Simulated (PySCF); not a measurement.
```yaml
atoms:
  - { symbol: C, position_ang: [-0.2753, 1.6620, -0.3938] }
  - { symbol: C, position_ang: [-0.1817, 0.3696, -0.0893] }
  - { symbol: Si, position_ang: [-1.7112, -0.7150, 0.1404] }
  - { symbol: B, position_ang: [1.1934, -0.3734, 0.0915] }
  - { symbol: O, position_ang: [1.1259, -1.7113, 0.2700] }
  - { symbol: O, position_ang: [2.4213, 0.2163, 0.0898] }
  - { symbol: H, position_ang: [-1.2255, 2.1606, -0.5163] }
  - { symbol: H, position_ang: [0.5922, 2.2952, -0.5437] }
  - { symbol: H, position_ang: [-2.8924, 0.1469, -0.0135] }
  - { symbol: H, position_ang: [-1.7094, -1.3027, 1.4816] }
  - { symbol: H, position_ang: [-1.7385, -1.7651, -0.8796] }
  - { symbol: H, position_ang: [1.9723, -2.1463, 0.3810] }
  - { symbol: H, position_ang: [2.4246, 1.1636, -0.0358] }
```

Geometry: GFN2-xTB.

These are results of CAM-B3LYP/def2-SVPD, SCF density, gas phase in PySCF 2.14.0, not measurements.

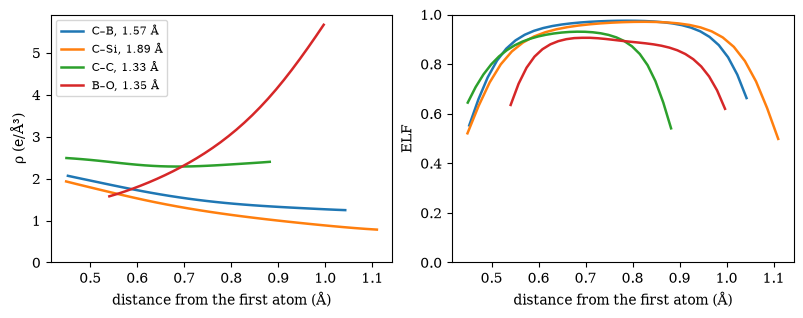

C2H7BO2Si. Electron density and ELF along straight lines between neighbouring atoms. The curves leave out the atomic cores.

### What kind of bonding do the profiles show?

C–B (1.57 Å): ρ at the midpoint is about 1.4 e/Å³; the ELF peaks at about 1 between the atoms; a shared electron pair.
C–Si (1.89 Å): ρ at the midpoint is about 0.95 e/Å³; the ELF peaks at about 1 between the atoms, as expected for a covalent bond.
C–C (1.33 Å): ρ is about 2.3 e/Å³ halfway; the ELF peaks at about 0.95 between the atoms: a multiple bond.
B–O (1.35 Å): ρ is about 2.2 e/Å³ halfway; the ELF peaks at about 0.90 between the atoms; a short, strongly polar bond.
